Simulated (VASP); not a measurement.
Band structure of MgSe (space group Fm-3m). Method: r2SCAN+rVV10, VASP's PBE PAW potentials (set 64) (plane waves; VASP 6.6.1).

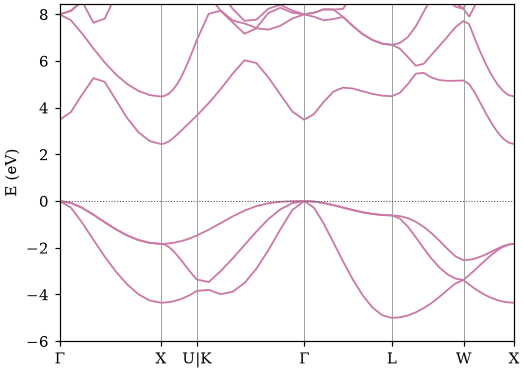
Figure. Bands along high-symmetry lines, zero at the valence-band maximum or, without a gap, the Fermi level

**Question.** Read the plot: is there a gap, and where are the band edges?

**Answer.** The gap is indirect, 2.44 eV, from the valence maximum at Γ to the conduction minimum at X.

The structure comes from a measured MgSe entry (Fm-3m) of the Crystallography Open Database, whose conditions weren't checked. It was relaxed first.
